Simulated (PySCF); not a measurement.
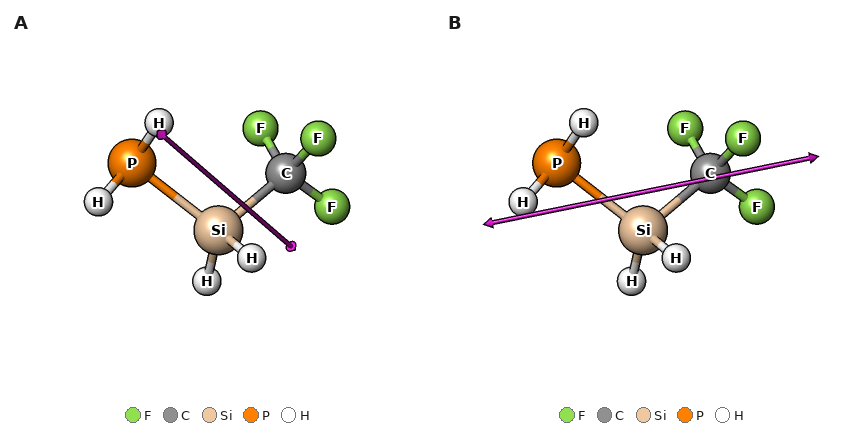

The double arrows show the directions of two transition dipoles from the ground state (lengths mean nothing). The computed structure is the end point of a GFN2-xTB optimisation. No frequency run is at hand to confirm it as a minimum. Properties computed with TDDFT ωB97X-D/def2-SVPD, vertical, gas phase, core orbitals frozen in the response (PySCF 2.14.0).

**One belongs to singlet state 3 and one to singlet state 4. Which is which?**

A: state 3, 7.32 eV (169 nm), oscillator strength 0.046, mainly HOMO → LUMO+1 (weight 0.77).
B: state 4, 7.62 eV (163 nm), oscillator strength 0.029, mainly HOMO → LUMO+3 (weight 0.84).

The geometry is semi-empirical. Around P, Si such bond lengths and angles can be off by a tenth of an ångström or more and by several degrees, and values that hang on the shape move with them.
